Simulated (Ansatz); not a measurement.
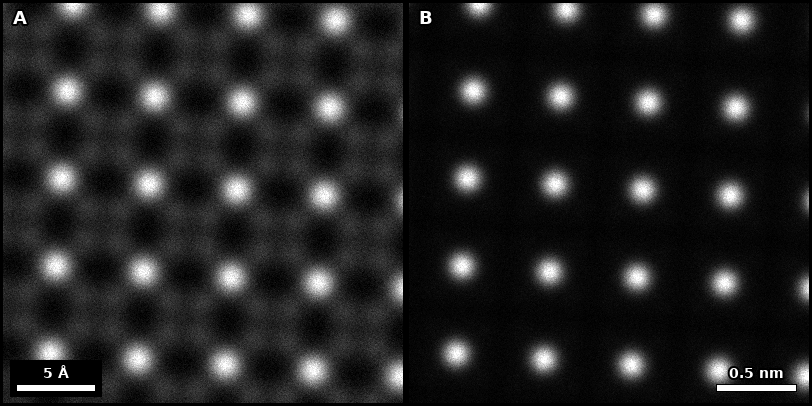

Two simulated images of the same area of Li₅Ge (I4/mmm, No. 139) along [001], with a probe of 1.30 Å. One is incoherent Z contrast (Z^1.8 per atom), the other the projected potential of neutral atoms blurred by the probe (iDPC-like, thin sample). Brightness is counted from the darkest point of the image. Shot noise was added. Structure used: the geometry relaxed with Ansatz 0.2.0, DFT PBE, scalar-relativistic, plane waves, PAW; the starting structure was generated, so it need not be a known form of this composition.

Q: Which panel is which, and how can one tell?

B is the Z-contrast image and A the potential image. The columns of 1 Li per repeat reach about 2 % of the brightest peak (1 Ge + 1 Li) in B but about 18 % in A, mainly since the potential grows much more slowly with atomic number. The Li columns show clearly in A alone.
